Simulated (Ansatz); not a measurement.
# SiH3OF (SMILES O[SiH2]F): levels of theory compared

Wanted: a comparison of 6 runs (UB3LYP/STO-3G, revPBE/STO-3G, UMP2/STO-3G, CCSDT(Q)/STO-3G, CCSDT/STO-3G, CCSD/STO-3G) of SiH3OF. 

The calculation is run with Ansatz 0.2.0.

71 further runs of the same task are left out: 10 that didn't finish, 61 set aside as unsound or not needed.

## Step 1: Starting point

SiH3OF has 6 atoms, charge 0, and is taken as a singlet. As SMILES, `O[SiH2]F`. The F3–Si2 distance was set to 2.394 Å, away from the relaxed value. At this shape a bond of the SMILES string is far longer than usual.

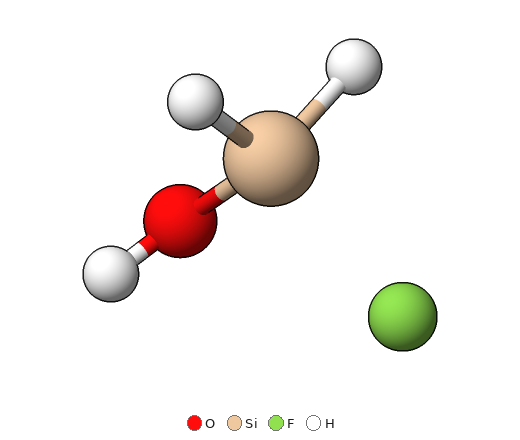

Viewed from a chosen angle; oxygen red, silicon light orange, fluorine green, hydrogen white.

## Step 2: A single-point energy at UB3LYP/STO-3G (run 1)

The input, input.yaml:

```yaml
crystal:
  periodic: [false, false, false]
  atoms:
    - {symbol: O, position_ang: [-0.754751, 0.247544, -1.571041]}
    - {symbol: Si, position_ang: [0.477049, 0.447444, -0.523041]}
    - {symbol: F, position_ang: [0.180800, -0.922800, 1.417800]}
    - {symbol: H, position_ang: [-1.615451, 0.606944, -1.352541]}
    - {symbol: H, position_ang: [1.694349, -0.001756, -1.222741]}
    - {symbol: H, position_ang: [0.553849, 1.842344, -0.029341]}
basis:
  gaussian: {orbitals: STO-3G}
accuracy: high
magnetization: {spin_polarized: true}
hamiltonian: {xc: {name: B3LYP}}
```

The run is started by

```console
$ ansatz run input.yaml --threads 1 --pin off --max-ram 2610MiB --events-out events.jsonl --progress --plain --runs-dir runs
```

Log:

```text
Warning: RAYON_NUM_THREADS=1 ignored (pool sized by the plan → 1); use --threads N
Functional definition: B3LYP
  name "B3LYP"
  parameter a0 = 0.2
  parameter ax = 0.72
  parameter ac = 0.81
  exchange = (1 - a0 - ax)*slater_x + ax*b88_x + a0*exact_x
  correlation = (1 - ac)*vwn_rpa_c + ac*lyp_c
394 factors; integrals over basis functions are off by at most 5.2e-8 eV
mean field evaluation 1: about -12521.1354 eV, gradient 2.2e1 eV
mean field evaluation 2: about -12226.4656 eV, gradient 1.3e2 eV
mean field evaluation 4: about -12526.0638 eV, gradient 1.2e1 eV
mean field evaluation 8: about -12527.2843 eV, gradient 9.0e-2 eV
mean field evaluation 16: about -12527.2447 eV, gradient 5.5e-6 eV
mean field evaluation 32: about -12527.2459 eV, gradient 5.2e-8 eV
mean field -12527.24591791 eV, -460.3677962110 hartree, gradient 4.1e-8 eV, S^2 0.042654; 7 other end points of the search recorded, 0 dependent functions left out
reference -12527.24594418 eV, -460.3677971765 hartree; 17, 17 occupied and 5, 5 virtual orbitals, 394 factors
Total energy: -12527.24594418 eV, -460.3677971765 hartree
```

It took 6 s on 1 thread of Arm Neoverse V1, shared host; peak memory 0.14 GiB.

## Step 3: The energy at revPBE/STO-3G (run 2)

The input, job.yaml:

```yaml
crystal:
  periodic: [false, false, false]
  atoms:
    - symbol: O
      position_ang: [-0.754751, 0.247544, -1.571041]
    - symbol: Si
      position_ang: [0.477049, 0.447444, -0.523041]
    - symbol: F
      position_ang: [0.180800, -0.922800, 1.417800]
    - symbol: H
      position_ang: [-1.615451, 0.606944, -1.352541]
    - symbol: H
      position_ang: [1.694349, -0.001756, -1.222741]
    - symbol: H
      position_ang: [0.553849, 1.842344, -0.029341]
basis:
  gaussian: {orbitals: STO-3G}
hamiltonian: {xc: {name: revPBE}}
accuracy: high
```

The run is started by

```console
$ ansatz run job.yaml --threads 1 --pin off --max-ram 2610MiB --events-out events.jsonl --progress --plain --runs-dir runs
```

Log:

```text
Warning: RAYON_NUM_THREADS=1 ignored (pool sized by the plan → 1); use --threads N
Functional definition: revPBE
  name "revPBE"
  parameter kappa = 1.245
  parameter beta = 0.06672455060314922
  exchange = pbe_x(kappa = kappa, mu = beta*pi^2/3)
  correlation = pbe_c(beta = beta)
394 factors; integrals over basis functions are off by at most 5.2e-8 eV
mean field evaluation 1: about -12519.4908 eV, gradient 3.1e1 eV
mean field evaluation 2: about -12197.0905 eV, gradient 1.2e2 eV
mean field evaluation 4: about -12521.1955 eV, gradient 2.2e1 eV
mean field evaluation 8: about -12522.0202 eV, gradient 2.1e1 eV
mean field evaluation 16: about -12524.7962 eV, gradient 2.0e-8 eV
mean field -12524.79620789 eV, -460.2777710284 hartree, gradient 4.5e-9 eV, S^2 0.000000; 0 other end points of the search recorded, 0 dependent functions left out
reference -12524.79621010 eV, -460.2777711094 hartree; 17, 17 occupied and 5, 5 virtual orbitals, 394 factors
Total energy: -12524.79621010 eV, -460.2777711094 hartree
```

It took 1.6 s on 1 thread of Arm Neoverse V1, shared host; peak memory 0.1 GiB.

Runs 3 to 5 aren't shown in full; the table further down has their settings and results.

## Step 4: The energy at CCSD/STO-3G (run 6)

The input, molecule.yaml:

```yaml
crystal:
  periodic: [false, false, false]
  atoms:
    - {symbol: O, position_ang: [-0.754751, 0.247544, -1.571041]}
    - {symbol: Si, position_ang: [0.477049, 0.447444, -0.523041]}
    - {symbol: F, position_ang: [0.180800, -0.922800, 1.417800]}
    - {symbol: H, position_ang: [-1.615451, 0.606944, -1.352541]}
    - {symbol: H, position_ang: [1.694349, -0.001756, -1.222741]}
    - {symbol: H, position_ang: [0.553849, 1.842344, -0.029341]}
basis:
  gaussian:
    orbitals: STO-3G
correlation:
  method: ccsd
  frozen_orbitals: {F: 1, H: 0, O: 1, Si: 5}
accuracy: high
scf:
  omitted_lower_state_checks: [cluster_reference, increment]
```

The run is started by

```console
$ ansatz run molecule.yaml --threads 1 --pin off --max-ram 2610MiB --events-out events.jsonl --progress --plain --runs-dir runs
```

Log:

```text
Warning: RAYON_NUM_THREADS=1 ignored (pool sized by the plan → 1); use --threads N
[... 11 lines left out ...]
7 core orbitals not correlated: weight in the atoms' cores, before any rotation towards them, 1.000 or more for the frozen orbitals, at most 0.000 for the correlated occupied ones
[... 31 lines left out ...]
WARN: these amplitudes may be one of several solutions (largest doubles amplitude 0.40, level shift 3.94 eV)
Total energy: -12496.66669506 eV, -459.2440304985 hartree
Checks for a lower state left out: cluster_reference, increment
```

Wall time 0.24 s (1 thread of Arm Neoverse V1, shared host).

## Step 5: All runs side by side

```
run            level  frozen core orbitals  energy (Eh)  wall time
  1    UB3LYP/STO-3G                     –  -460.367797        6 s
  2    revPBE/STO-3G                     –  -460.277771      1.6 s
  3      UMP2/STO-3G                     7  -459.196441     0.46 s
  4  CCSDT(Q)/STO-3G                     7  -459.250459     0.78 s
  5     CCSDT/STO-3G                     7  -459.250282      0.7 s
  6      CCSD/STO-3G                     7  -459.244030     0.24 s
```

## Step 6: Results

| quantity | value |
| --- | --- |
| run 6: total energy | -459.24403 Eh |
| run 6: correlation energy (7 core orbitals frozen) | -180.7 mEh |
| run 6: T1 diagnostic | 0.022 |

In words: Totals of different functionals can't be ranked against each other. In runs 4, 5, 6 the log says that unrestricted orbitals would lower the reference, so the values rest on an unstable closed-shell determinant (other closed-shell runs at this shape may share the fault). In runs 1, 2, 3, 4, 5, 6 the basis is minimal, so the values are rough. Spin contamination of the reference: run 3 ⟨S²⟩ = 0.80. Where it is this large, the reference is a mixture of spin states, and values that rest on it are in doubt. All runs together took 9.8 s, the longest 6 s.
